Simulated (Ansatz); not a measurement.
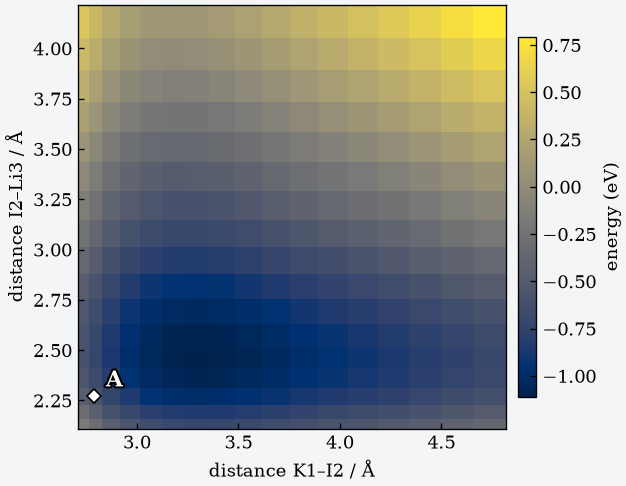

The system K⁺ + ILi. Coordinates scanned: (1) distance K1–I2; (2) distance I2–Li3. Nothing is relaxed (the angle K1–I2–Li3 is fixed at 180 degrees). The scan uses a 17 × 17 grid. Points are written as (first, second). Energies are in eV, from K with charge +1 far from the relaxed ILi (each part in its own basis). The D4 coefficients can switch as the alkali atoms part, which puts small steps into the map. Method: RKS PBE0-D4/def2-SVPD (Ansatz).

The picture shows one coloured cell a grid point, the point A.

> Which way does the force act at A, and how strong is it?

A, at (2.790 Å, 2.270 Å), is not a stationary point. The computed force is 2.2 eV for each Å towards larger values of distance K1–I2 and 1.4 eV for each Å towards larger values of distance I2–Li3.
